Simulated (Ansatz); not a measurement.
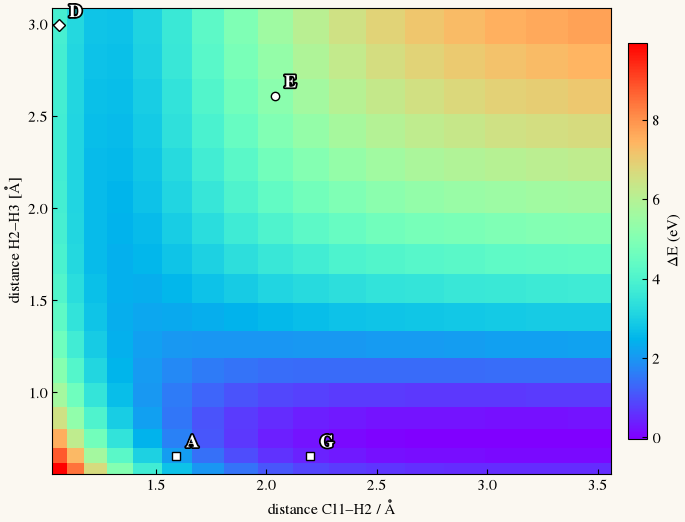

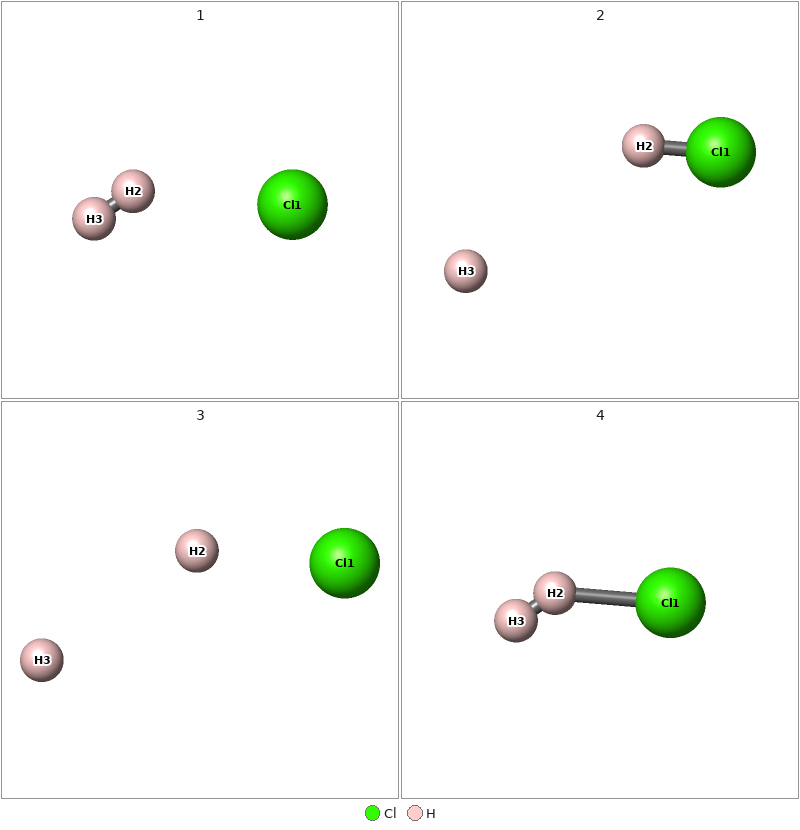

The system Cl⁻ + H₂. 
- The first coordinate is: distance Cl1–H2; the second: distance H2–H3.
- Nothing is relaxed (the angle Cl1–H2–H3 is fixed at 140 degrees).
- Grid: 17 × 17 points.
- Points are written as (first, second).
- All energies are given in eV relative to Cl with charge -1 far from the relaxed HH (each part in its own basis).
- The reference is spin-restricted, so regions where a bond is pulled apart into radicals lie too high.
- These are results of RHF/aug-cc-pVTZ (Ansatz 0.2.0), not measurements.

The picture shows one coloured cell a grid point, lettered points. The numbered pictures are the structures at these points, in random order.

### Which structure belongs to which point?

A is structure 4: (1.593 Å, 0.657 Å), 2.1 eV; D is structure 2: (1.064 Å, 2.992 Å), 3.8 eV; E is structure 3: (2.039 Å, 2.610 Å), 5.2 eV; G is structure 1: (2.200 Å, 0.657 Å), 0.41 eV.
